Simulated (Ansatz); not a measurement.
**Molecular dynamics of C3H9ClSi (part 2 of 2)**

C3H9ClSi, SMILES CC(C)[SiH2]Cl; UKS revPBE/def2-SVP (Ansatz 0.2.0). The geometry comes from this level: PBE0-D4/def2-TZVP.

Geometry of the input (Å):
```
C  0.0837  0.9977  -1.1453
C  -0.4521  0.1692  0.0190
C  -0.7485  -1.2684  -0.3991
Si 0.6896  0.2377  1.5008
Cl 2.5167  -0.5905  1.0108
H  0.2525  2.0404  -0.8650
H  1.0323  0.5934  -1.5090
H  -0.6209  0.9868  -1.9823
H  -1.3850  0.6296  0.3771
H  0.1622  -1.7754  -0.7294
H  -1.1775  -1.8543  0.4176
H  -1.4570  -1.2889  -1.2327
H  0.9442  1.6375  1.9256
H  0.1471  -0.5439  2.6406
```

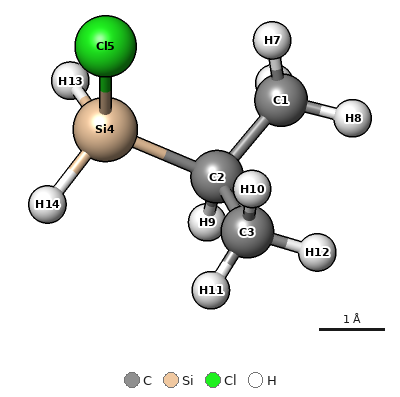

Figure 1. The geometry at step 29 of the log (ball-and-stick view, seen at a tilt; atoms are numbered from 1 in the order of the input).

### Trajectory as extended XYZ, continued
```
14
Properties=species:S:1:pos:R:3:forces:R:3 step=7 time_fs=3.5 energy=-23645.55763 temperature=508.5
C     0.0869    1.0077   -1.1970   -2.1642  -1.6023   0.2920
C    -0.4800    0.1448    0.0210   -0.1450   1.7658  -0.4110
C    -0.7528   -1.2642   -0.3702    0.0433  -0.6225  -2.2442
Si    0.6934    0.2366    1.4797   -0.2864   0.7918   0.5662
Cl    2.5271   -0.5877    1.0326    0.6738  -0.3199  -0.1845
H     0.0613    1.9854   -0.7650    0.2351   1.6533  -0.3589
H     1.0774    0.7150   -1.5189    0.8739  -0.2109  -0.0575
H    -0.6108    0.8752   -2.0994    0.5895   0.4587   0.8776
H    -1.4323    0.6952    0.3991    0.9193  -0.7120  -0.4245
H     0.2027   -1.7700   -0.6862   -0.4328   0.1147   0.1137
H    -1.2006   -1.8606    0.3994   -0.6141  -0.7460   0.9272
H    -1.4339   -1.2628   -1.2841    0.3810  -0.2799   0.6558
H     0.9137    1.6718    1.8923    0.0470  -0.0342  -0.0398
H     0.1340   -0.4827    2.6507   -0.1203  -0.2565   0.2879
14
Properties=species:S:1:pos:R:3:forces:R:3 step=11 time_fs=5.5 energy=-23645.40200 temperature=434.7
C     0.0784    1.0017   -1.2252   -0.3053   0.6937   1.9606
C    -0.4988    0.1372    0.0176    0.6648   2.0400  -0.6279
C    -0.7551   -1.2668   -0.3578   -0.4347  -1.7276  -1.6481
Si    0.6956    0.2387    1.4696   -0.4502   1.0066   0.7811
Cl    2.5337   -0.5853    1.0433    0.6285  -0.3213  -0.1932
H    -0.0415    2.0567   -0.7128    0.5886  -1.1260  -1.8238
H     1.1510    0.7592   -1.5399   -0.8809   0.2931   0.6169
H    -0.5558    0.8391   -2.1327   -0.0225   0.4079   0.3327
H    -1.4187    0.7156    0.3822    0.5282  -0.6944  -0.3030
H     0.2141   -1.7698   -0.6589   -0.5519   0.1818   0.2024
H    -1.2205   -1.8951    0.4348   -0.0859   0.0845  -0.1534
H    -1.3982   -1.2688   -1.3063    0.3050  -0.3794   0.8880
H     0.9155    1.6953    1.8788    0.0053  -0.3310  -0.1154
H     0.1164   -0.4758    2.6537    0.0109  -0.1279   0.0829
14
Properties=species:S:1:pos:R:3:forces:R:3 step=14 time_fs=7.0 energy=-23645.19942 temperature=306.4
C     0.0713    0.9952   -1.2429    0.6817   1.5101   2.9313
C    -0.5110    0.1354    0.0137    1.5619   1.7025  -0.9178
C    -0.7578   -1.2728   -0.3497   -0.5262  -2.2039  -0.8404
Si    0.6963    0.2413    1.4631   -0.5460   0.9230   0.8199
Cl    2.5390   -0.5833    1.0505    0.5741  -0.3102  -0.1997
H    -0.1026    2.0910   -0.7205    0.8037  -1.8729  -2.1332
H     1.1853    0.7945   -1.5481   -1.5119   0.3502   0.8605
H    -0.5059    0.8224   -2.1503   -0.6672   0.2149  -0.4113
H    -1.4001    0.7083    0.3625   -0.1934  -0.3037  -0.0366
H     0.2154   -1.7768   -0.6341   -0.5206   0.1773   0.2282
H    -1.2391   -1.9173    0.4666    0.2586   0.6106  -0.8287
H    -1.3669   -1.2782   -1.3043   -0.0012  -0.4449   0.6551
H     0.9171    1.6965    1.8679    0.0082  -0.3017  -0.0979
H     0.1068   -0.4757    2.6521    0.0783  -0.0513  -0.0293
14
Properties=species:S:1:pos:R:3:forces:R:3 step=18 time_fs=9.0 energy=-23645.28820 temperature=366.7
C     0.0643    0.9908   -1.2589    0.6381   1.6962   3.1198
C    -0.5229    0.1396    0.0048    2.5085   0.8526  -1.2675
C    -0.7662   -1.2859   -0.3435   -0.0179  -1.6882   0.2276
Si    0.6971    0.2464    1.4559   -0.7176   0.6032   0.6960
Cl    2.5467   -0.5808    1.0613    0.4877  -0.2693  -0.2073
H    -0.1470    2.0875   -0.7999    0.7978  -1.7163  -1.7531
H     1.1825    0.8484   -1.5279   -1.2392   0.1350   0.7732
H    -0.4598    0.8114   -2.1815   -0.9564  -0.0355  -0.8034
H    -1.3933    0.6824    0.3404   -1.0734   0.3317   0.3061
H     0.2030   -1.7794   -0.6052   -0.1786  -0.0350   0.1861
H    -1.2606   -1.9181    0.4734    0.2885   0.6141  -0.8138
H    -1.3296   -1.3035   -1.2780   -0.7320  -0.4438  -0.3757
H     0.9092    1.6856    1.8576    0.0679  -0.0485  -0.0146
H     0.0937   -0.4824    2.6373    0.1267   0.0038  -0.0733
14
Properties=species:S:1:pos:R:3:forces:R:3 step=21 time_fs=10.5 energy=-23645.55273 temperature=453.2
C     0.0631    0.9918   -1.2643   -0.7715   0.8318   1.7574
C    -0.5265    0.1439   -0.0066    2.4051   0.5500  -1.2184
C    -0.7707   -1.2988   -0.3378    0.0541  -0.8502  -0.2063
Si    0.6952    0.2515    1.4521   -0.7388   0.2621   0.4802
Cl    2.5549   -0.5801    1.0676    0.3408  -0.1913  -0.1924
H    -0.1705    2.0555   -0.9010    0.5677  -0.7145  -0.9760
H     1.1529    0.8938   -1.4900   -0.2108  -0.1219   0.4346
H    -0.4540    0.8013   -2.2239   -0.3594  -0.0656   0.0755
H    -1.4103    0.6647    0.3265   -1.0395   0.4183   0.3242
H     0.1918   -1.7803   -0.5935    0.1380  -0.2578   0.1572
H    -1.2724   -1.9026    0.4613    0.0838   0.2472  -0.2934
H    -1.3278   -1.3371   -1.2757   -0.7178  -0.3479  -0.3885
H     0.8983    1.6744    1.8481    0.1329   0.2413   0.0775
H     0.0887   -0.4858    2.6234    0.1155  -0.0015  -0.0315
14
Properties=species:S:1:pos:R:3:forces:R:3 step=25 time_fs=12.5 energy=-23645.57362 temperature=459.5
C     0.0623    0.9958   -1.2673   -2.3592  -1.6075   0.0473
C    -0.5295    0.1511   -0.0220    0.8874   0.8836  -0.6640
C    -0.7749   -1.3179   -0.3309   -0.0814   0.3880  -1.5180
Si    0.6920    0.2591    1.4510   -0.7718  -0.2187   0.1825
Cl    2.5664   -0.5797    1.0755    0.1141  -0.0936  -0.1631
H    -0.1814    2.0049   -1.0556   -0.2077   1.8682   0.2776
H     1.1155    0.9472   -1.4287    1.4886  -0.4267  -0.0508
H    -0.4520    0.7897   -2.2676    0.3202  -0.1984   0.9065
H    -1.4782    0.6583    0.3177    0.3836  -0.1977  -0.1115
H     0.1830   -1.7827   -0.5879    0.3904  -0.5264   0.1925
H    -1.3055   -1.8711    0.4397   -0.1995  -0.3593   0.5585
H    -1.3465   -1.3851   -1.2832   -0.2833  -0.1515   0.1222
H     0.9001    1.6616    1.8335    0.1898   0.6244   0.2103
H     0.0737   -0.4908    2.6061    0.1289   0.0156   0.0099
14
Properties=species:S:1:pos:R:3:forces:R:3 step=29 time_fs=14.5 energy=-23645.48612 temperature=452.6
C     0.0540    0.9960   -1.2683   -1.8575  -1.5609  -0.3407
C    -0.5320    0.1632   -0.0388   -0.3827   0.9017  -0.1221
C    -0.7769   -1.3371   -0.3300   -0.4034   1.2070  -2.3736
Si    0.6896    0.2681    1.4518   -0.7042  -0.3277  -0.1298
Cl    2.5789   -0.5803    1.0854   -0.1212   0.0030  -0.1309
H    -0.1914    2.0229   -1.1945   -0.4240   1.9150   0.6551
H     1.1225    0.9805   -1.3705    1.2286  -0.4911  -0.1633
H    -0.4331    0.7678   -2.2741    0.4530  -0.4605   0.7617
H    -1.5437    0.6578    0.3104    1.4911  -0.6174  -0.4149
H     0.1839   -1.7932   -0.5862    0.3459  -0.6493   0.2966
H    -1.3538   -1.8370    0.4302   -0.1656  -0.6178   0.8922
H    -1.3761   -1.4319   -1.2964    0.2554   0.0544   0.6877
H     0.9078    1.6639    1.8344    0.1997   0.7059   0.2328
H     0.0599   -0.4822    2.5869    0.0849  -0.0625   0.1490
14
Properties=species:S:1:pos:R:3:forces:R:3 step=32 time_fs=16.0 energy=-23645.52031 temperature=537.2
C     0.0416    0.9902   -1.2692   -0.4867   0.6595  -0.3111
C    -0.5352    0.1732   -0.0518   -0.6418   0.5157   0.1778
C    -0.7794   -1.3504   -0.3350   -0.3021   1.2421  -1.8954
Si    0.6870    0.2768    1.4532   -0.5760  -0.1593  -0.2588
Cl    2.5875   -0.5813    1.0926   -0.3034   0.0963  -0.1046
H    -0.2078    2.0820   -1.2883   -0.0829  -0.1370   0.8132
H     1.1553    1.0068   -1.3199   -0.1795  -0.4980  -0.2237
H    -0.4129    0.7423   -2.2657    0.3842  -0.6676   0.3127
H    -1.5583    0.6459    0.2970    1.5306  -0.5654  -0.3948
H     0.1965   -1.8115   -0.5814   -0.0922  -0.5115   0.4396
H    -1.3958   -1.8196    0.4345    0.2457  -0.4491   0.5885
H    -1.3874   -1.4608   -1.2878    0.2956   0.1267   0.4899
H     0.9096    1.6828    1.8477    0.1595   0.4479   0.1490
H     0.0548   -0.4776    2.5770    0.0491  -0.1002   0.2175
14
Properties=species:S:1:pos:R:3:forces:R:3 step=36 time_fs=18.0 energy=-23645.31767 temperature=467.7
C     0.0238    0.9822   -1.2697    0.9901   2.7496  -0.6615
C    -0.5417    0.1842   -0.0705   -0.0541  -0.3318   0.4132
C    -0.7812   -1.3653   -0.3466   -0.0807   1.0139  -0.4985
Si    0.6793    0.2894    1.4535   -0.2260   0.2716  -0.4024
Cl    2.5987   -0.5816    1.1017   -0.5690   0.2378  -0.0653
H    -0.2347    2.1592   -1.3996    0.1897  -2.0638   1.1787
H     1.1930    1.0385   -1.2539   -1.5858  -0.5359  -0.4473
H    -0.3856    0.6886   -2.2596    0.3907  -0.7155  -0.0029
H    -1.5332    0.6135    0.2801    0.6347  -0.1192  -0.1393
H     0.2084   -1.8553   -0.5555   -0.5842  -0.2045   0.4859
H    -1.4306   -1.7987    0.4574    0.8067  -0.1495  -0.0164
H    -1.3959   -1.5049   -1.2625    0.0737   0.1502  -0.1566
H     0.9072    1.7213    1.8754    0.0668  -0.0976  -0.0515
H     0.0542   -0.4646    2.5657   -0.0528  -0.2053   0.3638
14
Properties=species:S:1:pos:R:3:forces:R:3 step=39 time_fs=19.5 energy=-23645.17436 temperature=382.1
C     0.0133    0.9825   -1.2724    1.3457   3.1641  -0.7655
C    -0.5469    0.1918   -0.0836    1.2020  -1.2402   0.2448
C    -0.7805   -1.3739   -0.3571    0.0141   1.0360   0.6644
Si    0.6722    0.2969    1.4543   -0.0351   0.4704  -0.3718
Cl    2.6059   -0.5810    1.1091   -0.7401   0.3271  -0.0440
H    -0.2506    2.1819   -1.4568    0.1988  -2.4906   1.3223
H     1.1858    1.0493   -1.2121   -1.6625  -0.4901  -0.6188
H    -0.3549    0.6399   -2.2546    0.3470  -0.6587  -0.1932
H    -1.4954    0.5801    0.2653   -0.8338   0.5222   0.3319
H     0.2026   -1.8913   -0.5151   -0.5484  -0.0806   0.3041
H    -1.4298   -1.7854    0.4764    0.9362  -0.0186  -0.2977
H    -1.4031   -1.5353   -1.2403   -0.1683   0.0936  -0.7164
H     0.9030    1.7475    1.8959    0.0086  -0.4375  -0.1876
H     0.0541   -0.4579    2.5715   -0.0641  -0.1971   0.3274
14
Properties=species:S:1:pos:R:3:forces:R:3 step=43 time_fs=21.5 energy=-23645.28226 temperature=427.5
C     0.0017    0.9912   -1.2803    0.2236   2.1701  -0.9242
C    -0.5505    0.1962   -0.0971    1.9260  -1.7985   0.1206
C    -0.7823   -1.3779   -0.3647    0.0817   0.7966   0.9104
Si    0.6620    0.3068    1.4564    0.1441   0.3822  -0.2890
Cl    2.6134   -0.5813    1.1176   -0.9253   0.4359  -0.0289
H    -0.2700    2.1340   -1.4954   -0.0430  -1.7928   1.2517
H     1.1091    1.0547   -1.1711   -0.0416  -0.3216  -0.6902
H    -0.3114    0.5713   -2.2545    0.3590  -0.4623  -0.1114
H    -1.4809    0.5479    0.2548   -1.8115   0.9294   0.6712
H     0.1882   -1.9431   -0.4494   -0.5755   0.2009  -0.0152
H    -1.4011   -1.7704    0.4976    0.6536   0.0229  -0.3427
H    -1.4233   -1.5707   -1.2398    0.0890   0.1328  -0.4652
H     0.8944    1.7622    1.9176   -0.0183  -0.5626  -0.2780
H     0.0642   -0.4534    2.5905   -0.0618  -0.1331   0.1909
14
Properties=species:S:1:pos:R:3:forces:R:3 step=46 time_fs=23.0 energy=-23645.37328 temperature=534.7
C    -0.0063    1.0022   -1.2916   -1.2409  -0.3177  -0.8048
C    -0.5498    0.1928   -0.1021    0.3975  -1.1665   0.5385
C    -0.7860   -1.3792   -0.3645   -0.4096   0.7834   0.4046
Si    0.6535    0.3154    1.4580    0.2936   0.1957  -0.2584
Cl    2.6184   -0.5815    1.1236   -1.0483   0.5110  -0.0224
H    -0.2877    2.0533   -1.4989   -0.5961   0.1399   0.8164
H     1.0391    1.0584   -1.1445    2.0649  -0.1230  -0.5451
H    -0.2741    0.5099   -2.2557    0.3986  -0.1647   0.1185
H    -1.5208    0.5564    0.2621   -0.3664   0.3567   0.1536
H     0.1533   -1.9775   -0.3960   -0.1259   0.1891  -0.3041
H    -1.3684   -1.7561    0.5119    0.1776  -0.0529  -0.1467
H    -1.4458   -1.5928   -1.2545    0.5634   0.2582   0.2287
H     0.8866    1.7627    1.9299   -0.0157  -0.4878  -0.3053
H     0.0783   -0.4451    2.6067   -0.0928  -0.1213   0.1266
14
Properties=species:S:1:pos:R:3:forces:R:3 step=50 time_fs=25.0 energy=-23645.04686 temperature=395.7
C    -0.0194    1.0163   -1.3102   -0.3003  -4.6092   0.2973
C    -0.5517    0.1874   -0.1074   -1.2548  -0.3628   0.8429
C    -0.7923   -1.3802   -0.3630   -1.1853   1.2413  -0.2087
Si    0.6420    0.3267    1.4593    0.4342  -0.0644  -0.3234
Cl    2.6239   -0.5821    1.1312   -1.1911   0.6036  -0.0252
H    -0.3371    1.9614   -1.4822   -1.7240   3.7441  -0.1162
H     1.0072    1.0586   -1.1164    2.5773   0.2227  -0.4197
H    -0.1992    0.4352   -2.2412    0.1836   0.1181  -0.0145
H    -1.5881    0.5934    0.2585    1.3420  -0.4168  -0.3624
H     0.0926   -2.0079   -0.3301    0.9152  -0.1688  -0.6420
H    -1.3233   -1.7353    0.5250   -0.5876  -0.2188   0.3703
H    -1.4733   -1.6141   -1.2614    0.9311   0.3466   0.7746
H     0.8706    1.7647    1.9242    0.0098  -0.3271  -0.2723
H     0.1016   -0.4395    2.6211   -0.1502  -0.1086   0.0994
```

### Key numbers

```json
{"quantity": "outcome", "value": "finished"}
{"quantity": "mean temperature over the second half", "value": "455 K"}
{"quantity": "trajectory", "value": "50 steps, 25 fs"}
{"quantity": "ensemble", "value": "nvt_langevin"}
{"quantity": "temperature in the input", "value": "700 K"}
{"quantity": "time step", "value": "0.5 fs"}
{"quantity": "potential energy (last step)", "value": "−23645.0469 eV"}
{"quantity": "SCF solution under orbital rotations (last step)", "value": "stable"}
{"quantity": "largest force (length of the vector) (last step)", "value": "4.629 eV/Å"}
{"quantity": "dipole moment (last step)", "value": "2.31 D"}
{"quantity": "hardware", "value": "4 threads of AMD EPYC, 23 GiB of memory available, shared host"}
{"quantity": "wall time", "value": "90 s (CPU time 5.6 min)"}
{"quantity": "peak memory", "value": "0.62 GiB"}
```

So short a trajectory is not equilibrated. The logged temperature at the start can lie below the typed one, since it is counted over all degrees of freedom. The temperature stays far from the 700 K of the thermostat over the second half: the run isn't equilibrated.
